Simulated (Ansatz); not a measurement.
## Electronic structure of CH4F3GaO (SMILES C[OH+][Ga-]([F])([F])[F]) in real space

```xyz
10

C     0.5431   -0.9125    0.9703
F    -1.0742    0.3779   -2.3200
F     0.3012    2.6504   -0.9108
F    -1.7495    1.0339    0.5350
Ga   -0.6567    1.1978   -0.8241
O     0.6009   -0.3014   -0.3230
H     1.3643   -1.6357    1.0662
H    -0.4300   -1.3954    1.1359
H     0.6733   -0.1114    1.7063
H     0.5105   -0.9549   -1.0329
```

Geometry: PBE0-D4/def2-SVP.

Method: Ansatz, isolated molecule in a Gaussian basis; Kohn-Sham density functional theory, functional PBE0.

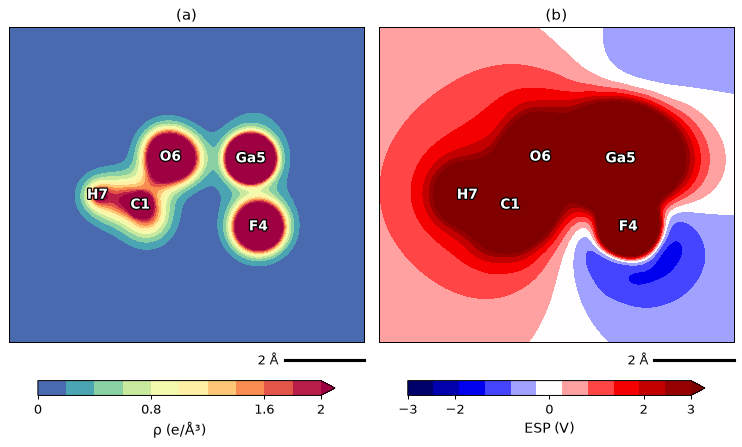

Figure 1. (a) total electron density; (b) electrostatic potential on the plane of atoms O6, C1 and H7.

### Read the bonding off the picture.

- The section cuts through C, F, Ga, O and H sites.
- C–O (1.43 Å): the density is about 1.9 e/Å³ at the midpoint, with its minimum of 1.5 e/Å³ about 0.5 Å from C.
- Ga–F (1.75 Å): ρ is about 0.84 e/Å³ halfway.
- Ga–O (2.02 Å): ρ at the midpoint is about 0.49 e/Å³.
- C–H (1.10 Å): ρ at the midpoint is about 2 e/Å³.
- Outside the dense part of the molecule the potential is most negative (−1.6 V) near F4.

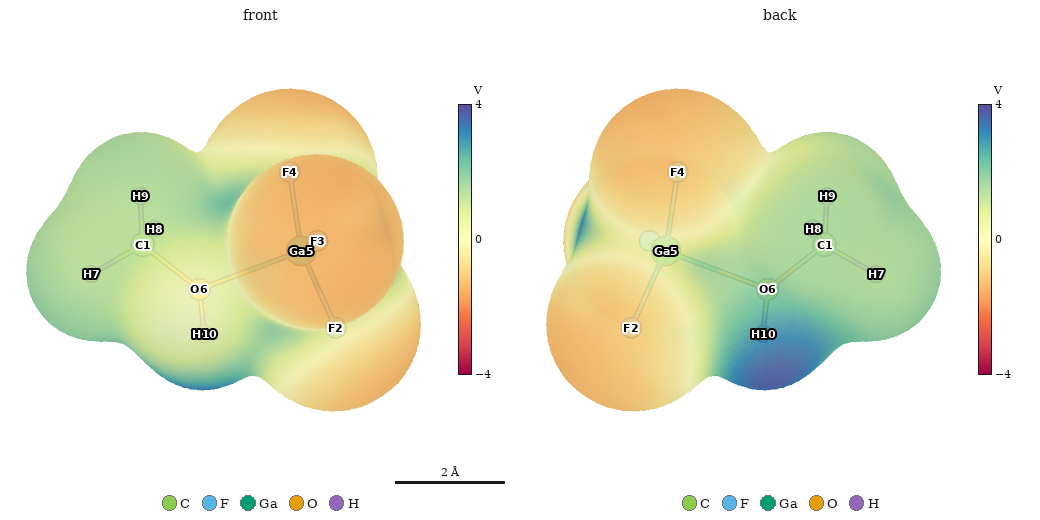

Figure 2. The electrostatic potential painted on the density surface at 0.002 e/bohr³, seen from the front and from behind; red is negative and blue positive.

### Which sites attract a positive test charge, and which a negative one?

A positive charge is drawn to the negative regions and a negative charge to the positive ones. The most negative region (about −1.5 V, or −35 kcal/mol for a unit charge) lies over F3, the most positive (about +3.7 V, or +85 kcal/mol for a unit charge) over H10.

### How polar is the molecule by this calculation?

Its dipole moment is 5.52 D.

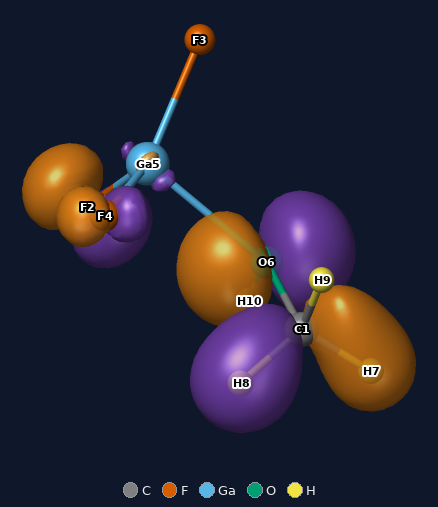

Figure 3. The HOMO at ±0.15 Å⁻³ᐟ² (orange and purple are the two phases), seen at an oblique angle.

### Describe this orbital and give its energy.

It lies mainly on O6 (about 45 %), F2 (about 15 %), C1 (about 15 %), H8 (about 10 %) and H7 (about 5 %). Its energy is −10.56 eV.
